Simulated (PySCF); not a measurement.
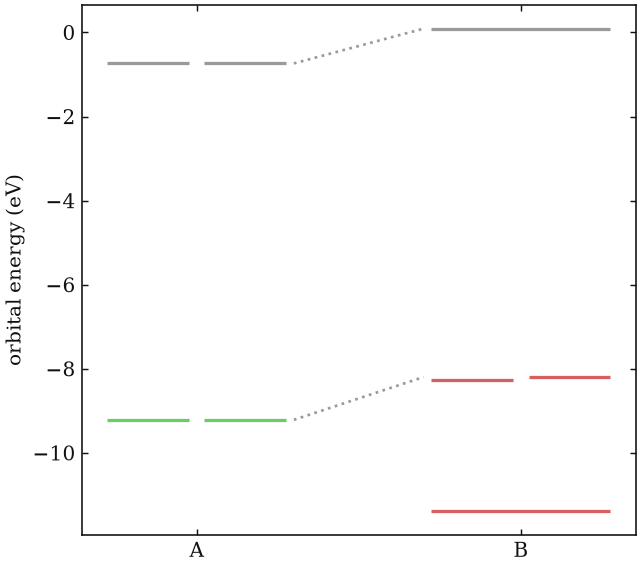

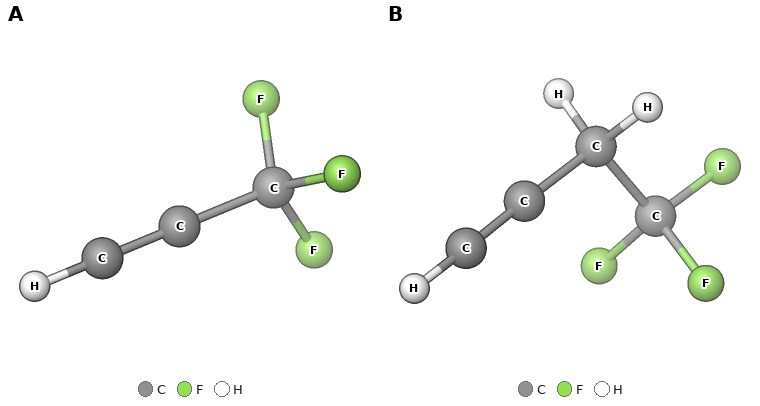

Related molecules: A is C₃HF₃ (3,3,3-trifluoroprop-1-yne), SMILES C#CC(F)(F)F; B is C₄H₃F₃, SMILES C#CCC(F)(F)F. Frontier orbital energies, B3LYP/def2-SVPD in PySCF, at a GFN2-xTB geometry (no frequency check); drawn are at most three filled levels and, in grey, the LUMO with any level within 0.03 eV of it; dotted lines join the HOMOs and the LUMOs.

Q: What does the change do to the frontier levels?

A: From A to B the HOMO rises by 1.02 eV and the LUMO rises by 0.83 eV, so the separation goes from 8.48 to 8.29 eV.

Caveats, for all or some of the runs: empty levels above zero depend strongly on the basis; the tight-binding geometry is rougher than a DFT one and adds to the error.
